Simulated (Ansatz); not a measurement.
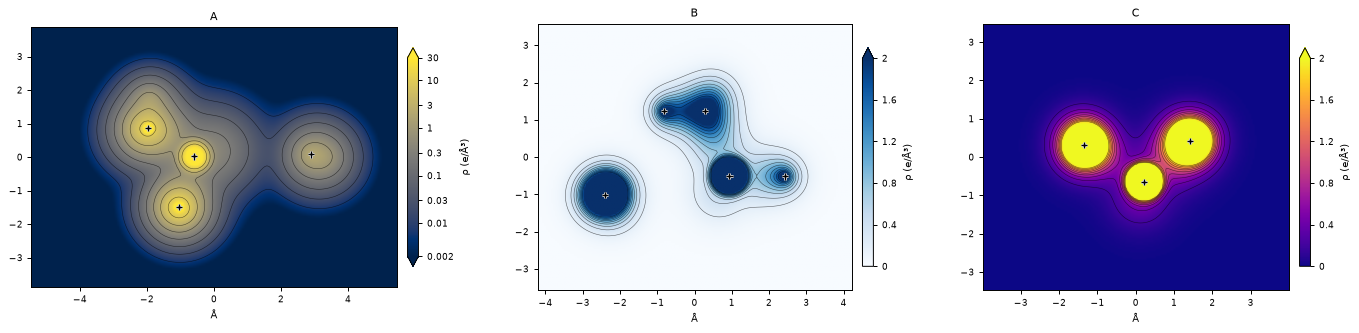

The total electron density of 3 systems, each on a plane through atoms (crosses mark nuclei in the plane).

Computed with Ansatz, RKS PBE0-D4/def2-TZVPP.

System 1: FH3O3Si···H2, the plane of atoms O3, Si1 and F7. The product side of a reaction path; geometry: PBE0-D4/def2-TZVP.

```yaml
atoms:
  - { symbol: Si, position_ang: [0.2511, -0.3324, 0.7713] }
  - { symbol: H, position_ang: [-0.7015, 1.5943, -1.9694] }
  - { symbol: O, position_ang: [0.4609, -1.8103, 1.3997] }
  - { symbol: O, position_ang: [-1.2403, -0.0298, 0.1880] }
  - { symbol: O, position_ang: [1.2912, -0.1045, -0.4482] }
  - { symbol: H, position_ang: [-0.2401, 1.9661, -2.4265] }
  - { symbol: F, position_ang: [0.5151, 0.6488, 1.9868] }
  - { symbol: H, position_ang: [0.5684, -2.5387, 0.7874] }
  - { symbol: H, position_ang: [-1.9617, 0.0500, 0.8134] }
  - { symbol: H, position_ang: [1.0570, 0.5567, -1.1024] }
```

System 2: CH6Si···H2O, the plane of atoms H3, Si1 and C5. The product side of a reaction path; geometry: PBE0-D4/def2-TZVP.

```yaml
atoms:
  - { symbol: Si, position_ang: [-0.8043, 0.3576, -0.7157] }
  - { symbol: O, position_ang: [0.4773, -1.8552, 1.4795] }
  - { symbol: H, position_ang: [-1.5592, 1.1778, -1.7029] }
  - { symbol: H, position_ang: [-1.6794, 0.1784, 0.4774] }
  - { symbol: C, position_ang: [0.8137, 1.1645, -0.2576] }
  - { symbol: H, position_ang: [0.2948, -2.3721, 0.6908] }
  - { symbol: H, position_ang: [-0.5883, -0.9858, -1.3245] }
  - { symbol: H, position_ang: [-0.3879, -1.6469, 1.8408] }
  - { symbol: H, position_ang: [1.4465, 1.2930, -1.1386] }
  - { symbol: H, position_ang: [0.6450, 2.1487, 0.1852] }
  - { symbol: H, position_ang: [1.3417, 0.5400, 0.4656] }
```

System 3: H5O2Si (charge +1), the plane of atoms O1, Si2 and O3. Geometry: PBE0-D4/def2-TZVP.

```xyz
8

O    -1.4236    0.0941   -0.7779
Si   -0.2080    0.6654    0.0799
O     0.8440   -0.7741    0.5218
H    -1.5009    0.0983   -1.7353
H     0.8135    1.4537   -0.6227
H    -0.6330    1.0286    1.4319
H     1.5595   -1.1077   -0.0407
H     0.5485   -1.4583    1.1430
```

**Which map belongs to which system?**

Panel A is system 1, FH3O3Si···H2: the plane holds Si, H, O and F. Si–F (1.58 Å): the density is about 1.2 e/Å³ at the midpoint. Panel B is system 2, CH6Si···H2O: the plane holds Si, O, H and C. Si1···O2 (3.37 Å): the density falls to about 0.04 e/Å³ on the way (a weak contact between the two molecules). Panel C is system 3, H5O2Si: the plane holds O and Si. Si–O (1.59 Å): the density is about 1.3 e/Å³ at the midpoint.
